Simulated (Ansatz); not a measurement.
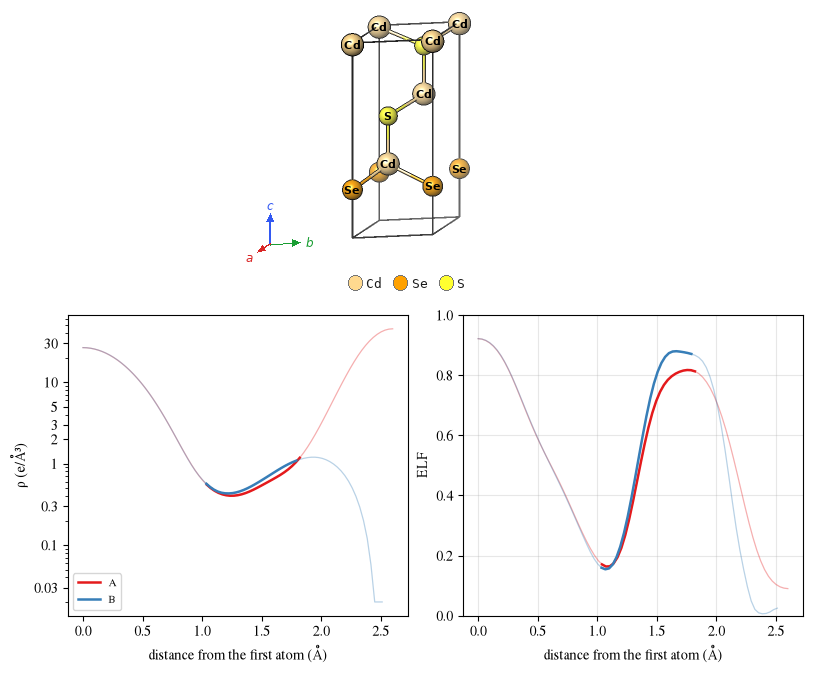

Figure 1: Cd₃SeS₂. Valence pseudo-density and electron localisation function along straight lines between neighbouring atoms. Thin, pale parts lie inside the atomic spheres. The structure is drawn too.

Space group P3m1; a structure generated by program, which may or may not match a known phase; changed on purpose from its base cell (volume × 0.94, shape and atoms relaxed); computed pressure about 4 GPa in this cell.

Computed with DFT PBE, scalar-relativistic, plane waves, PAW in Ansatz.

In a PAW calculation such maps are meaningful between the atoms, not at the nuclei.

Which curve belongs to which contact (Cd–S and Cd–Se)? The first atom named is at distance zero.

Curve A: Cd–Se (2.60 Å): ρ at the midpoint is about 0.41 e/Å³; the ELF is about 0.40 at the midpoint. Curve B: Cd–S (2.51 Å): the density is about 0.43 e/Å³ at the midpoint; the ELF peaks at about 0.90 in the valence shell of S, 0.8 Å from its nucleus, and is about 0.35 at the midpoint.
